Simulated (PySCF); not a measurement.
SMILES [NH+]#C (CH2N (cation, charge +1)) at its PBE0/def2-SVP optimised geometry (Å):

```
4

C      0.5328     0.0000     0.0000
N     -0.6050     0.0000     0.0000
H      1.6288     0.0000     0.0000
H     -1.6288     0.0000     0.0000
```

Calculation: PySCF 2.14.0 with PBE0/def2-TZVP. Cells within 0.4 Å of a nucleus heavier than hydrogen are left out (blank, or x).

Map of the Laplacian of the electron density (e/bohr⁵), clipped to [-1.50, 1.50] on the plane z = 0.0 Å:

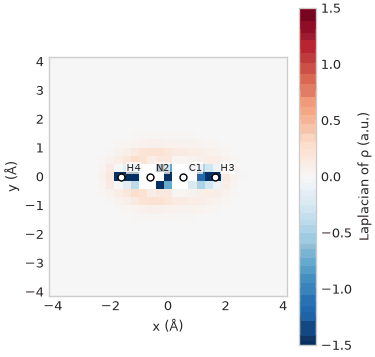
Fig. 1. Laplacian of the electron density (e/bohr⁵), clipped to [-1.50, 1.50] on the plane z = 0.0 Å.
